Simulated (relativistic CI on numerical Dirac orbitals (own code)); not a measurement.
# Er³⁺: M4,5 absorption multiplets

Aim: the M4,5 absorption spectrum of Er³⁺ in 4 surroundings, from the same atomic integrals.

Method: Dirac-Coulomb-Breit CI, KLI orbitals optimised for each configuration, model QED (radiative potential, 1s self-energy scaled to tabulated hydrogen-like ionisation energies), valence Slater integrals scaled by 0.8, multiplet model of core-to-valence dipole absorption in a parametric crystal field. Code: relativistic CI on numerical Dirac orbitals (own code) version 1.

### Step 1. The atom as given

- ion: Er³⁺ (Er IV)
- nuclear charge: 68
- electrons: 65
- configurations: [Xe] 4f11 → [Ar] 3d9 4s2 4p6 4d10 4f12 5s2 5p6
- magnetising field for the dichroism, Lz and Sz: magnetic field 10 T along z; these come from the lowest magnetised state alone (0 K)
- temperature of the isotropic spectrum: 10 K
- widths: Lorentz 0.6 eV, Gauss 0.4 eV
- surrounding 1: Oh, B40 = -1970, B60 = 430 cm⁻¹
- surrounding 2: C2v, B20 = -770, B22 = 100, B40 = -530, B42 = -370, B44 = 60, B60 = -620, B62 = 90, B64 = -230, B66 = 10 cm⁻¹
- surrounding 3: C2v, B20 = 320, B22 = 280, B40 = 190, B42 = 470, B44 = -680, B60 = -210, B62 = 70, B64 = 230, B66 = 580 cm⁻¹
- surrounding 4: D3d, B20 = 1530, B40 = -410, B43 = 610, B60 = 340, B63 = 200, B66 = -660 cm⁻¹

### Step 2. Surrounding 1: Oh, B40 = -1970, B60 = 430

Settings, as recorded:

```ini
atom Er  Z=68  charge=3  electrons=65
nucleus A=166  rms_radius_fm=5.2516
hamiltonian dirac-coulomb  breit=on  qed=on  c_scale=1
orbitals kli  potential=per-configuration
slater_scale 0.8
correlation none
mixing on
configurations
  [Xe] 4f11
  [Ar] 3d9 4s2 4p6 4d10 4f12 5s2 5p6
end
absorption M4,5 T=10 lorentz=0.6 gauss=0.4
crystal_field Oh B40=-1970 B60=430
```

### Step 3. Surrounding 2: C2v, B20 = -770, B22 = 100, B40 = -530, B42 = -370, B44 = 60, B60 = -620, B62 = 90, B64 = -230, B66 = 10

Settings: those of step 2 with these lines changed.

```diff
@@ -12,2 +12,2 @@
 absorption M4,5 T=10 lorentz=0.6 gauss=0.4
-crystal_field Oh B40=-1970 B60=430
+crystal_field C2v B20=-770 B22=100 B40=-530 B42=-370 B44=60 B60=-620 B62=90 B64=-230 B66=10
```

### Step 4. Surrounding 3: C2v, B20 = 320, B22 = 280, B40 = 190, B42 = 470, B44 = -680, B60 = -210, B62 = 70, B64 = 230, B66 = 580

Settings: those of step 3 with these lines changed.

```diff
@@ -12,2 +12,2 @@
 absorption M4,5 T=10 lorentz=0.6 gauss=0.4
-crystal_field C2v B20=-770 B22=100 B40=-530 B42=-370 B44=60 B60=-620 B62=90 B64=-230 B66=10
+crystal_field C2v B20=320 B22=280 B40=190 B42=470 B44=-680 B60=-210 B62=70 B64=230 B66=580
```

### Step 5. Surrounding 4: D3d, B20 = 1530, B40 = -410, B43 = 610, B60 = 340, B63 = 200, B66 = -660

Settings: those of step 4 with these lines changed.

```diff
@@ -12,2 +12,2 @@
 absorption M4,5 T=10 lorentz=0.6 gauss=0.4
-crystal_field C2v B20=320 B22=280 B40=190 B42=470 B44=-680 B60=-210 B62=70 B64=230 B66=580
+crystal_field D3d B20=1530 B40=-410 B43=610 B60=340 B63=200 B66=-660
```

(Steps that only read results are left out.)

Q: Predict the outcome of this session. Wanted: highest peak, first run; ground spin; share of the lower edge; core spin-orbit splitting.

The runs gave:

| surrounding | ground S | Lz (0 K) | Sz (0 K) | centroid (eV) | share of the lower edge | up to four highest peaks (% of the highest), eV |
| --- | --- | --- | --- | --- | --- | --- |
| 1: Oh | 1.48 | -4.99 | -1.23 | 1410.37 | 0.929 | 1405.6 (58), 1407.9 (100), 1410.2 (20), 1448.5 (8) |
| 2: C2v | 1.48 | -5.91 | -1.44 | 1410.36 | 0.930 | 1405.6 (57), 1408.0 (100), 1410.2 (20), 1448.5 (8) |
| 3: C2v | 1.48 | -0.42 | -0.10 | 1410.37 | 0.929 | 1405.6 (58), 1407.9 (100), 1410.2 (20), 1448.5 (9) |
| 4: D3d | 1.48 | -0.35 | -0.09 | 1410.36 | 0.930 | 1405.6 (57), 1408.0 (100), 1410.2 (20), 1448.5 (9) |

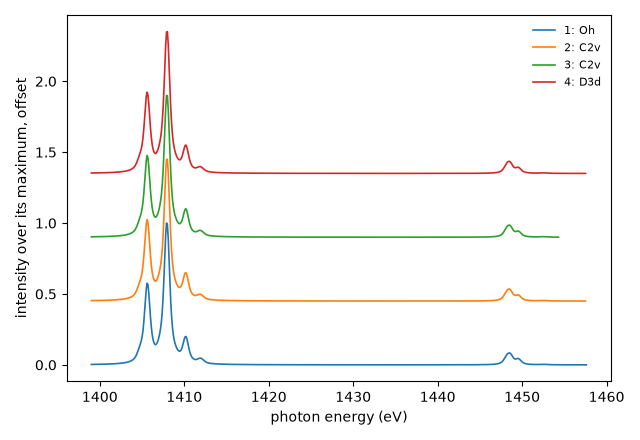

The spectra, each scaled to its maximum and offset.

```
                                 quantity           value
                  highest peak, first run       1407.9 eV
      ground spin (effective S from ⟨S²⟩)            1.48
                  share of the lower edge  0.929 to 0.930
core spin-orbit splitting (without Breit)        42.79 eV
```

**Reading.** The lower edge takes 0.93 of the intensity in surrounding 1, above the statistical 0.60. The highest peak stays in place, within the step of the energy grid, in all surroundings. Edge positions are free-ion values and differ from those in solids by a few eV or more.
